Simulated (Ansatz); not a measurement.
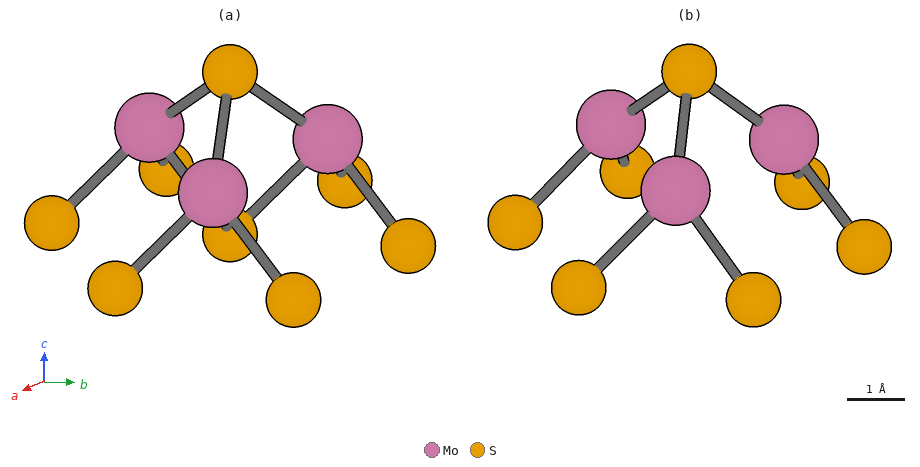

Left: perfect MoS2. Right: the same region with one point defect, after relaxing the atoms in a supercell of 42 sites. The picture is a ball-and-stick view of the atoms within 3.8 Å of one point, seen from a free direction.

Computed with DFT r2SCAN, scalar-relativistic, plane waves, PAW in Ansatz. Set-up: plane-wave cutoff 500 eV; k-point mesh 2 × 2 × 2; occupations gaussian; smearing width 0.01 eV; collinear spin. The cell is small and the k-mesh coarse, so the numbers are rough. A uniform background neutralises the charged cell. The axes drawn are those of the host's conventional cell.

What kind of defect was made?

A sulfur atom is taken out (a vacancy).

The charge state of the cell is −1.

What does the relaxation do around it?

Around the empty S site the host had 3 Mo at 2.41 Å; after relaxation the nearest atoms are 3 Mo at 2.35 to 2.43 Å. Of the host's atoms, a sulfur atom moves furthest from its site, by 0.08 Å. The cell's net moment is 1.00 μB.
